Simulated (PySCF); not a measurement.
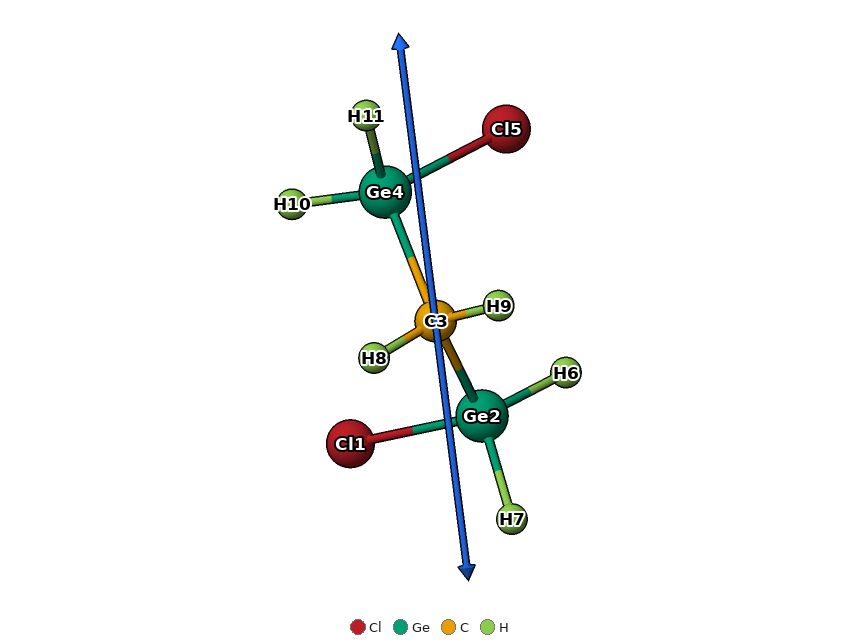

The double arrow shows the direction of the transition dipole to excited singlet state 9 (its length means nothing). Computed geometry: PBE0-D3(BJ)/def2-SVP optimisation. No frequency run is at hand to confirm it as a minimum. Method: TDDFT PBE0/def2-TZVPD, vertical, gas phase, core orbitals frozen in the response (PySCF 2.14.0).

> Give its energy, strength and character.

7.59 eV (163 nm), oscillator strength 0.027, mainly HOMO → LUMO+2 (weight 0.91); transition dipole 0.97 D.
